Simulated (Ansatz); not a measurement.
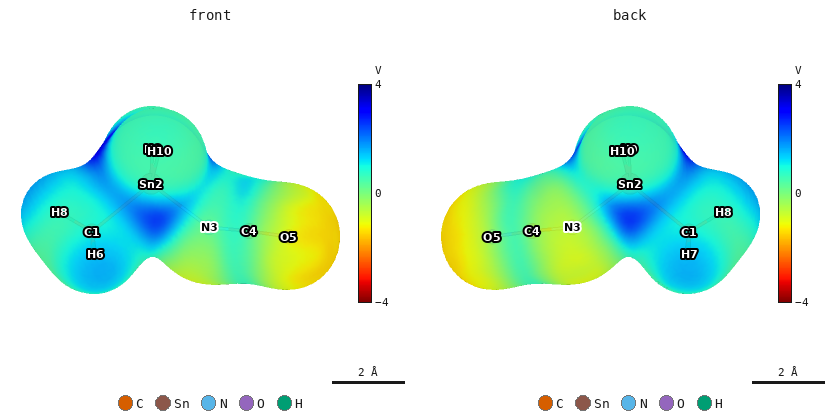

Figure. C₂H₅NOSn (SMILES [CH3][SnH2][N]=C=O). The molecular electrostatic potential painted on the density surface at 0.004 e/bohr³, seen from the front and from behind; the colour scale runs from red (negative) to blue (positive).

Geometry: PBE0-D4/def2-TZVP; core potentials replace the inner electrons of Sn.

All numbers below come from Ansatz 0.2.0, RKS PBE0-D4/def2-TZVPP.

The calculation's input:

```
crystal:
  periodic: [false, false, false]
  atoms:
    - {symbol: C, position_ang: [-1.755617, -0.204029, 0.431671]}
    - {symbol: Sn, position_ang: [0.046314, -0.529971, -0.642205]}
    - {symbol: N, position_ang: [1.470301, 0.362623, 0.497635]}
    - {symbol: C, position_ang: [2.465600, 1.022346, 0.391540]}
    - {symbol: O, position_ang: [3.440153, 1.668352, 0.355920]}
    - {symbol: H, position_ang: [-1.942937, 0.866635, 0.507385]}
    - {symbol: H, position_ang: [-1.656348, -0.622765, 1.432740]}
    - {symbol: H, position_ang: [-2.593755, -0.681094, -0.076608]}
    - {symbol: H, position_ang: [0.509509, -2.167966, -0.728140]}
    - {symbol: H, position_ang: [0.099780, 0.234668, -2.166940]}
basis:
  gaussian: {orbitals: def2-TZVPP}
hamiltonian: {xc: pbe0, dispersion: d4}
output: {orbitals: {seedname: orbitals}}
```

Run with:

```sh
ansatz run in.yaml --threads 2 --pin off --events-out ev --progress --plain --max-ram 22528MiB --backend cpu
```

Where is the surface potential most negative and most positive?

The most negative region (about −1.5 V) lies over O5, the most positive (about +3.2 V) over Sn2. O5 is the likeliest acceptor of a hydrogen bond.
